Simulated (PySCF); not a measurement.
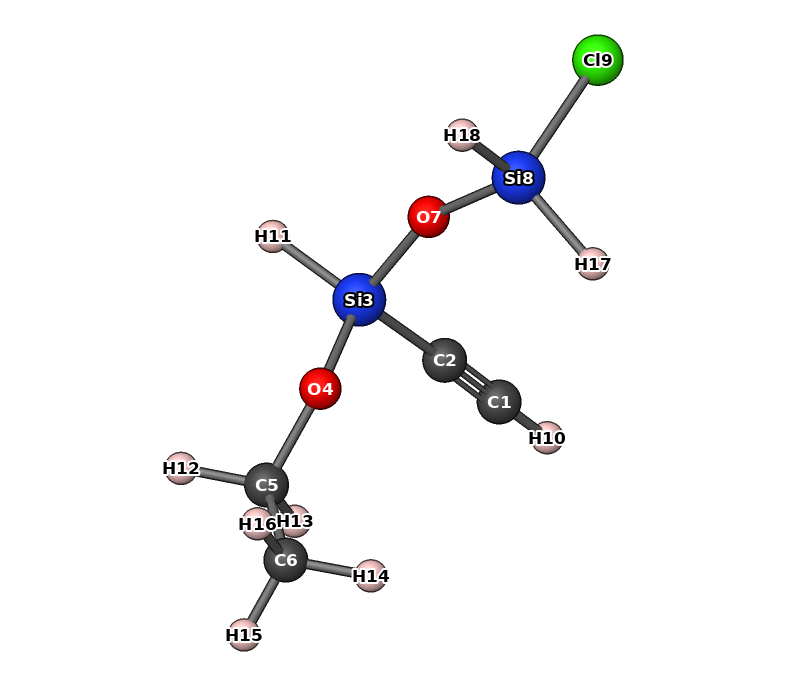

The questions are on isotropic NMR shieldings of the C atoms. Computed geometry: GFN2-xTB optimisation. No frequency run is at hand to confirm it as a minimum. Level of theory: GIAO PBE0/pcSseg-1 NMR shielding, non-relativistic, gas phase (PySCF 2.14.0).

Question: Which C atom is the most shielded (lowest chemical shift)?

Answer: C6 (166.5 ppm).

Question: Which C atom is the least shielded (highest chemical shift)?

Answer: C1 (88.0 ppm).

Question: How wide is the range of C shifts?

Answer: 78.5 ppm.

Give the isotropic NMR shieldings of the C atoms atom by atom.

```json
{"atom": "C1", "σ (ppm)": "88.0"}
{"atom": "C2", "σ (ppm)": "98.5"}
{"atom": "C5", "σ (ppm)": "127.0"}
{"atom": "C6", "σ (ppm)": "166.5"}
```

The geometry is semi-empirical. Around Si such bond lengths and angles can be off by a tenth of an ångström or more and by several degrees, and values that hang on the shape move with them.
